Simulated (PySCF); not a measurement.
Bond stretch in CH, doublet.

Methods: ROHF/6-31G (PySCF); UKS-CAM-B3LYP = PySCF with unrestricted CAM-B3LYP/6-31G; UKS-LDA (SVWN5) = unrestricted LDA (SVWN5)/6-31G in PySCF.

Magnitude of the dipole moment (D; its direction can reverse along the curve, and a method can change to another solution) and Mulliken charge of the fragment that holds C1:

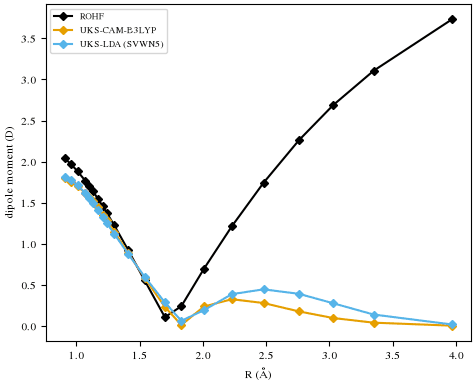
Figure. Dipole moment against bond length.

```json
[
 {"R / Å": "0.91", "μ ROHF": "2.04", "q ROHF": "-0.08", "μ UKS-CAM-B3LYP": "1.80", "q UKS-CAM-B3LYP": "-0.11", "μ UKS-LDA (SVWN5)": "1.82", "q UKS-LDA (SVWN5)": "-0.14"},
 {"R / Å": "0.96", "μ ROHF": "1.97", "q ROHF": "-0.08", "μ UKS-CAM-B3LYP": "1.76", "q UKS-CAM-B3LYP": "-0.11", "μ UKS-LDA (SVWN5)": "1.77", "q UKS-LDA (SVWN5)": "-0.14"},
 {"R / Å": "1.01", "μ ROHF": "1.88", "q ROHF": "-0.09", "μ UKS-CAM-B3LYP": "1.70", "q UKS-CAM-B3LYP": "-0.10", "μ UKS-LDA (SVWN5)": "1.71", "q UKS-LDA (SVWN5)": "-0.13"},
 {"R / Å": "1.07", "μ ROHF": "1.77", "q ROHF": "-0.08", "μ UKS-CAM-B3LYP": "1.62", "q UKS-CAM-B3LYP": "-0.09", "μ UKS-LDA (SVWN5)": "1.62", "q UKS-LDA (SVWN5)": "-0.12"},
 {"R / Å": "1.10", "μ ROHF": "1.71", "q ROHF": "-0.08", "μ UKS-CAM-B3LYP": "1.57", "q UKS-CAM-B3LYP": "-0.09", "μ UKS-LDA (SVWN5)": "1.56", "q UKS-LDA (SVWN5)": "-0.11"},
 {"R / Å": "1.13", "μ ROHF": "1.64", "q ROHF": "-0.08", "μ UKS-CAM-B3LYP": "1.52", "q UKS-CAM-B3LYP": "-0.08", "μ UKS-LDA (SVWN5)": "1.50", "q UKS-LDA (SVWN5)": "-0.11"},
 {"R / Å": "1.17", "μ ROHF": "1.55", "q ROHF": "-0.07", "μ UKS-CAM-B3LYP": "1.45", "q UKS-CAM-B3LYP": "-0.08", "μ UKS-LDA (SVWN5)": "1.41", "q UKS-LDA (SVWN5)": "-0.10"},
 {"R / Å": "1.21", "μ ROHF": "1.46", "q ROHF": "-0.07", "μ UKS-CAM-B3LYP": "1.36", "q UKS-CAM-B3LYP": "-0.07", "μ UKS-LDA (SVWN5)": "1.32", "q UKS-LDA (SVWN5)": "-0.09"},
 {"R / Å": "1.24", "μ ROHF": "1.38", "q ROHF": "-0.06", "μ UKS-CAM-B3LYP": "1.29", "q UKS-CAM-B3LYP": "-0.06", "μ UKS-LDA (SVWN5)": "1.26", "q UKS-LDA (SVWN5)": "-0.09"},
 {"R / Å": "1.30", "μ ROHF": "1.23", "q ROHF": "-0.05", "μ UKS-CAM-B3LYP": "1.15", "q UKS-CAM-B3LYP": "-0.05", "μ UKS-LDA (SVWN5)": "1.12", "q UKS-LDA (SVWN5)": "-0.07"},
 {"R / Å": "1.41", "μ ROHF": "0.92", "q ROHF": "-0.02", "μ UKS-CAM-B3LYP": "0.89", "q UKS-CAM-B3LYP": "-0.03", "μ UKS-LDA (SVWN5)": "0.88", "q UKS-LDA (SVWN5)": "-0.05"},
 {"R / Å": "1.54", "μ ROHF": "0.56", "q ROHF": "0.01", "μ UKS-CAM-B3LYP": "0.59", "q UKS-CAM-B3LYP": "0.00", "μ UKS-LDA (SVWN5)": "0.60", "q UKS-LDA (SVWN5)": "-0.02"},
 {"R / Å": "1.70", "μ ROHF": "0.11", "q ROHF": "0.05", "μ UKS-CAM-B3LYP": "0.23", "q UKS-CAM-B3LYP": "0.03", "μ UKS-LDA (SVWN5)": "0.29", "q UKS-LDA (SVWN5)": "0.01"},
 {"R / Å": "1.83", "μ ROHF": "0.24", "q ROHF": "0.08", "μ UKS-CAM-B3LYP": "0.01", "q UKS-CAM-B3LYP": "0.05", "μ UKS-LDA (SVWN5)": "0.06", "q UKS-LDA (SVWN5)": "0.03"},
 {"R / Å": "2.01", "μ ROHF": "0.70", "q ROHF": "0.12", "μ UKS-CAM-B3LYP": "0.24", "q UKS-CAM-B3LYP": "0.05", "μ UKS-LDA (SVWN5)": "0.19", "q UKS-LDA (SVWN5)": "0.05"},
 {"R / Å": "2.23", "μ ROHF": "1.22", "q ROHF": "0.15", "μ UKS-CAM-B3LYP": "0.33", "q UKS-CAM-B3LYP": "0.05", "μ UKS-LDA (SVWN5)": "0.39", "q UKS-LDA (SVWN5)": "0.06"},
 {"R / Å": "2.48", "μ ROHF": "1.74", "q ROHF": "0.17", "μ UKS-CAM-B3LYP": "0.28", "q UKS-CAM-B3LYP": "0.03", "μ UKS-LDA (SVWN5)": "0.45", "q UKS-LDA (SVWN5)": "0.05"},
 {"R / Å": "2.76", "μ ROHF": "2.26", "q ROHF": "0.19", "μ UKS-CAM-B3LYP": "0.18", "q UKS-CAM-B3LYP": "0.02", "μ UKS-LDA (SVWN5)": "0.39", "q UKS-LDA (SVWN5)": "0.03"},
 {"R / Å": "3.03", "μ ROHF": "2.69", "q ROHF": "0.20", "μ UKS-CAM-B3LYP": "0.10", "q UKS-CAM-B3LYP": "0.01", "μ UKS-LDA (SVWN5)": "0.28", "q UKS-LDA (SVWN5)": "0.02"},
 {"R / Å": "3.35", "μ ROHF": "3.11", "q ROHF": "0.20", "μ UKS-CAM-B3LYP": "0.04", "q UKS-CAM-B3LYP": "0.00", "μ UKS-LDA (SVWN5)": "0.14", "q UKS-LDA (SVWN5)": "0.01"},
 {"R / Å": "3.97", "μ ROHF": "3.73", "q ROHF": "0.20", "μ UKS-CAM-B3LYP": "0.01", "q UKS-CAM-B3LYP": "0.00", "μ UKS-LDA (SVWN5)": "0.02", "q UKS-LDA (SVWN5)": "0.00"}
]
```

The scan ran from 0.91 to 4.47 Å; beyond the distances shown one of the unrestricted levels run for this scan, shown here or not, changes its spin distribution in one step. The unrestricted determinant behind UKS-CAM-B3LYP is spin-contaminated at 0.91 to 1.01, 1.83 to 3.97 Å (<S²> up to 1.7, against 0.75 for a pure doublet). The unrestricted determinant behind UKS-LDA (SVWN5) is spin-contaminated at 0.91, 2.23 to 3.97 Å (<S²> up to 1.7, against 0.75 for a pure doublet).
